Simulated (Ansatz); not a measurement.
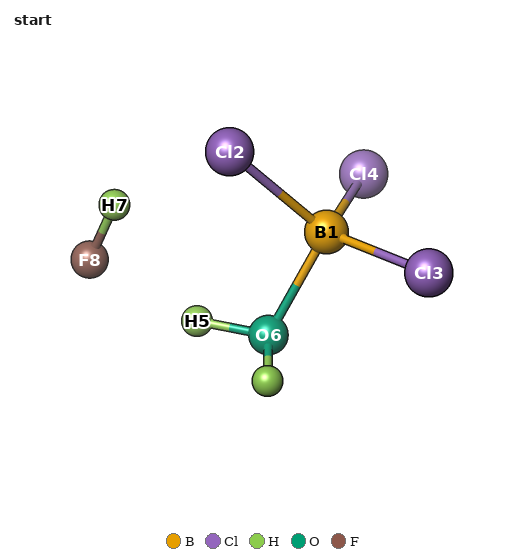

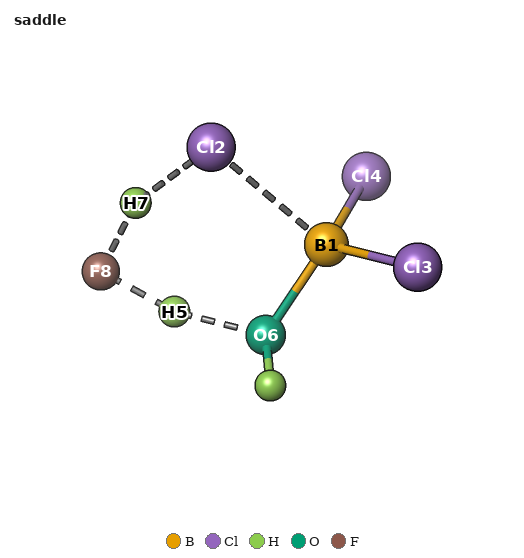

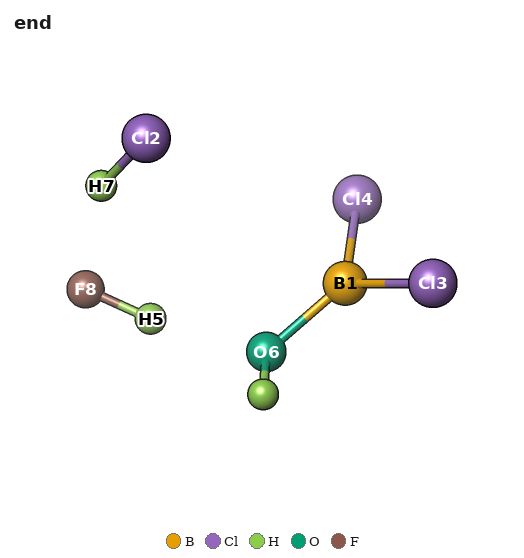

A saddle point and the two end points reached downhill from it. Broken sticks mark bonds that form or break. Charge 0, singlet. Geometries: PBE0-D4/def2-TZVP; all other levels are single points on them, and energies count from the start as drawn. Program: Ansatz 0.2.0. In CBS estimates cores are frozen, and CCSD(T) − MP2 is taken in the smaller basis.

> Which bonds form and which break from start to end?

Formed: Cl2–H7, H5–F8; broken: B1–Cl2, H5–O6, H7–F8. At the saddle point Cl2···H7 is 1.48 Å, H5···F8 is 1.09 Å, B1···Cl2 is 2.16 Å, H5···O6 is 1.26 Å, H7···F8 is 1.23 Å.

Give the electronic barrier and the reaction energy from start to end in eV (no zero-point energy) with CCSD(T)/CBS (MP2 limit from def2-TZVPP and def2-QZVPP plus CCSD(T) − MP2); PBE-D4/STO-3G; RHF-CCSD(T) (frozen core)/def2-SVP.

```
                                                                    level  barrier  reaction energy
CCSD(T)/CBS (MP2 limit from def2-TZVPP and def2-QZVPP plus CCSD(T) − MP2)    0.632           −0.191
                                                            PBE-D4/STO-3G   −0.652           +1.410
                                       RHF-CCSD(T) (frozen core)/def2-SVP    0.612           −0.267
```

Where the saddle lies below an end point, that level has no barrier at this geometry, which was found with another level.
